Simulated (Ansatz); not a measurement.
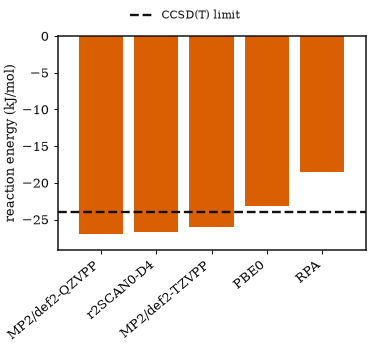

Electronic reaction energy of AlSiNH₅F ([NH2][Al]([F])[SiH3]) + BSiH₄OF (B[SiH](O)F) → AlNH₂F₂ ([NH2][Al]([F])[F]) + BSi₂H₇O (B[SiH](O)[SiH3]) (SMILES in brackets) at several levels (functionals in def2-TZVPP unless a basis is named), isolated molecules at PBE0-D4 triple-zeta geometries, minima by their frequencies, no zero-point or thermal terms, the Ansatz code 0.2.0. The line is frozen-core CCSD(T) at the basis limit (MP2 extrapolated from triple and quadruple zeta, plus CCSD(T) less MP2 in a smaller set). RPA holds a correlation term that converges slowly with the basis, so part of the distance to the limit is basis error. No dispersion term is added to PBE0. The distance of MP2/def2-QZVPP and MP2/def2-TZVPP to the limit includes basis error.

Which level comes closest to the line (CCSD(T) limit), and which misses most?

Answer. Closest PBE0 (−23.1 kJ/mol), against −23.9 kJ/mol; farthest RPA (−18.6 kJ/mol).

Give the values.

Answer.
```csv
level,kJ/mol,less CCSD(T) limit
MP2/def2-QZVPP,−27.0,−3.1
r2SCAN0-D4,−26.8,−2.9
MP2/def2-TZVPP,−26.0,−2.1
PBE0,−23.1,0.8
RPA,−18.6,5.3
CCSD(T) limit,−23.9,0.0
```
